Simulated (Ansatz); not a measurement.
System: FH₇N₂Si···H₂O.

Input

```
crystal:
  periodic: [false, false, false]
  atoms:
    - {symbol: Si, position_ang: [-0.218532, -0.473595, -0.853102]}
    - {symbol: N, position_ang: [0.398181, -0.386174, 0.973506]}
    - {symbol: H, position_ang: [0.440795, -1.602069, -1.573790]}
    - {symbol: H, position_ang: [-1.028386, 0.743341, -1.166243]}
    - {symbol: N, position_ang: [-1.642884, -1.436248, -0.387267]}
    - {symbol: H, position_ang: [1.397876, 1.871045, -0.102290]}
    - {symbol: F, position_ang: [1.209017, 0.472997, -1.183369]}
    - {symbol: H, position_ang: [0.582320, 0.596665, 1.229490]}
    - {symbol: O, position_ang: [1.310332, 2.260972, 0.788194]}
    - {symbol: H, position_ang: [-0.306509, -0.810834, 1.567199]}
    - {symbol: H, position_ang: [1.275888, -0.888110, 1.073306]}
    - {symbol: H, position_ang: [-2.560735, -1.020997, -0.410589]}
    - {symbol: H, position_ang: [-1.694022, -2.413695, -0.627266]}
    - {symbol: H, position_ang: [0.836659, 3.086703, 0.672222]}
basis:
  gaussian: {orbitals: def2-TZVPP}
hamiltonian: {xc: pbe0, dispersion: d4}
output: {orbitals: {seedname: orbitals}}
```

Launched as:

```sh
ansatz run in.yaml --threads 8 --pin off --events-out ev --progress --plain --max-ram 19148MiB
```

The product side of a reaction path; geometry: PBE0-D4/def2-TZVP; a saddle point, not a minimum.

Theory: Ansatz 0.2.0, RKS PBE0-D4/def2-TZVPP.

What will maps of the electron density and electron localisation function show?

Si–F (1.74 Å): ρ is about 0.83 e/Å³ halfway; the ELF peaks at about 0.85 in the valence shell of F, 0.6 Å from its nucleus, and is about 0.55 at the midpoint.
Si–N (1.78 Å): ρ at the midpoint is about 1 e/Å³; the ELF peaks at about 0.90 between the atoms, as expected for a polar covalent bond.
Si–N (1.93 Å): ρ at the midpoint is about 0.75 e/Å³; the ELF peaks at about 0.95 between the atoms, as expected for a shared but strongly polarised pair.
N–H (1.01 Å): ρ is about 3 e/Å³ halfway; the ELF climbs to about 1 towards the hydrogen, as it does in any bond to H: a covalent bond by its length.

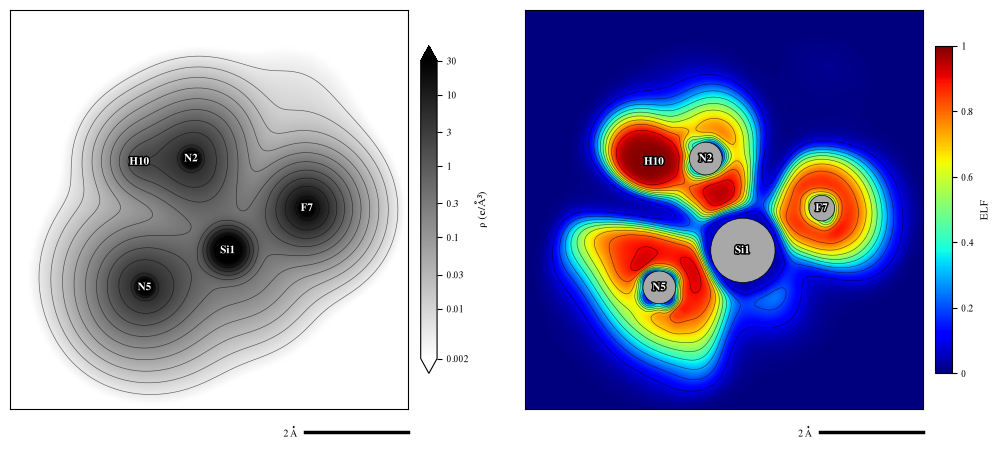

Computed electron density and electron localisation function on the plane of atoms N2, Si1 and N5, in this order. Grey discs cover the atomic cores in the ELF map. 
